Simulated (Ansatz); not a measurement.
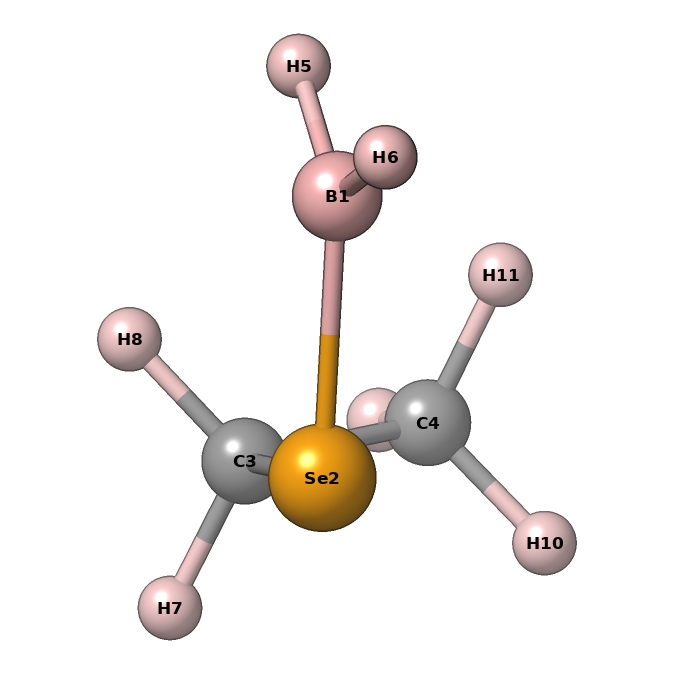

C3 lies behind Se2. The molecule seen a little off the Se2–C3 bond, Se2 in front. Atoms fade into the background with distance from the viewer. The computed structure is the end point of a PBE0-D4/def2-TZVP optimisation. No frequency run is at hand to confirm it as a minimum.

What is the torsion angle B1–Se2–C3–C4? The sign is positive where the front bond must turn clockwise to cover the back bond.

82°, about perpendicular.
